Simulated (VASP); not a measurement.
Band structure of MgSb (space group C2/m). Computed with PBEsol GGA, VASP's PBE PAW potentials (set 64) (plane waves; VASP).

Unless said otherwise, spin-orbit coupling is left out, though it shifts the bands of the heavy elements here.

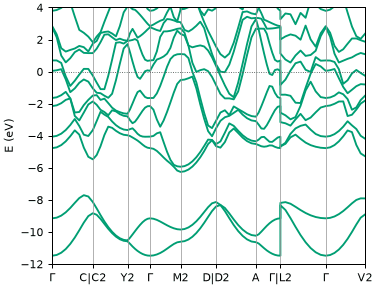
Fig. 1. Bands along high-symmetry lines, zero at the valence-band maximum or, without a gap, the Fermi level

Problem. Read the plot: is there a gap, and where are the band edges?

Solution. It has no gap at this level: it comes out as a metal or semimetal. (Edges off the drawn lines would not show.)

The structure comes from a computed database's MgSb entry (C2/m); how it stands against other phases isn't given here. It was relaxed first.
